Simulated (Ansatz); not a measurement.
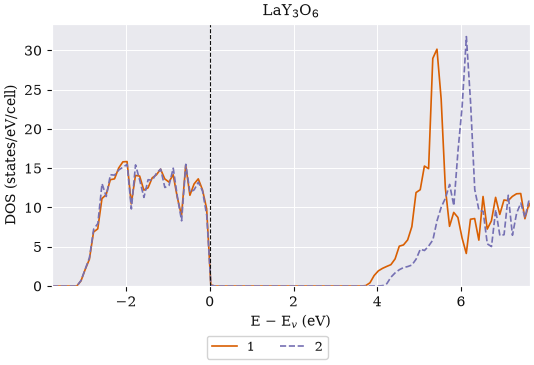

Total densities of states of LaY$_{3}$O$_{6}$, space group P1 (No. 1), 10 atoms in the cell, by two methods on the same cell. Each is counted from its own valence-band top.

Question: Which curve is which? The methods: PBE, r2SCAN.

Answer: 1 is PBE; 2 is r2SCAN. PBE gives a gap of 3.65 eV and r2SCAN gives a gap of 4.06 eV.

Settings. PBE: DFT PBE, scalar-relativistic, plane waves, PAW, no spin polarisation, 6×6×4 k mesh, 420 eV cutoff, Gaussian smearing of 0.02 eV (Ansatz 0.2.0). r2SCAN: DFT r2SCAN, scalar-relativistic, plane waves, PAW, no spin polarisation, 6×6×4 k mesh, 500 eV cutoff (Ansatz 0.2.0).

The structure is an invented one, so it need not be a known or stable phase.
